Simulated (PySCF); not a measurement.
Molecule: B(Cl)(H)(SeH), SMILES ClB[SeH]. Atoms near the plane z = 0.0 Å, at the PBE0/def2-SVP optimised geometry (x, y, z in Å): B1 (-0.3, 0.7, 0.0), Cl2 (1.4, 0.7, 0.0), H3 (-0.9, 1.8, 0.0), Se4 (-1.4, -0.8, 0.0), H5 (-0.3, -1.8, 0.0).

Level of theory: PBE0/def2-TZVP run with PySCF. Cells within 0.4 Å of a nucleus heavier than hydrogen are left out (blank, or x). The values are rescaled to run from 0 to 1.

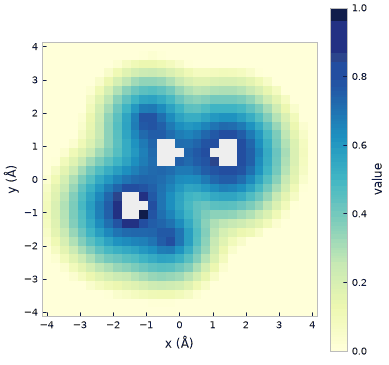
a field on the plane z = 0.0 Å.

Problem. Which quantity is mapped?
A) electrostatic potential
B) an orbital amplitude
C) deformation density (molecule minus spherical neutral atoms)
D) log10 of the electron density

Solution. D, log10 of the electron density. In full: log10 of the electron density (e/bohr³), floored at −4.
